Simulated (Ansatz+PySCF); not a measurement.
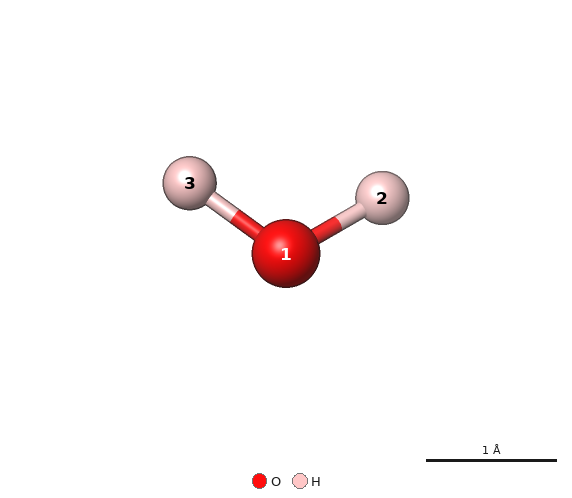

Source: calculation with Ansatz+PySCF.

Orthographic view. Distant atoms are faded towards the background colour. Charge +1, doublet. Geometry: a fixed input geometry, not necessarily a minimum.

Write a Z-matrix (Å, degrees) in the order of the atom numbers, with these reference atoms: 2 to 1; 3 to 1, 2.

```
O  
H    1   0.927
H    1   0.927   2   109.1
```
